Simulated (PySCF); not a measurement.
```xyz
6

O     1.0422   -0.0384   -0.6414
B    -0.0305   -0.5353    0.0284
O    -0.9970    0.2105    0.6250
H     1.0945    0.9221   -0.6801
H    -0.1333   -1.7338    0.0993
H    -0.8861    1.1641    0.5509
```

Geometry: PBE0-D3(BJ)/def2-SVP.

Method: PBE0/pcSseg-2, SCF density, gas phase, non-relativistic in PySCF 2.14.0.

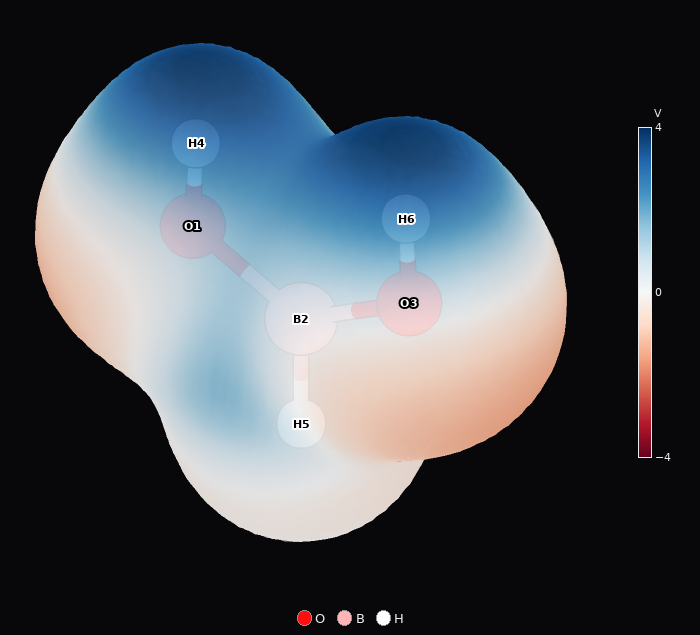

BH3O2 (SMILES OBO). The electrostatic potential painted on the density surface at 0.004 e/bohr³, seen at a tilt; the colour scale runs from red (negative) to blue (positive).

Where is the surface potential most negative and most positive?

The most negative region (about −1.5 V) lies over O1 and O3, the most positive (about +3.9 V) over H4 and H6.
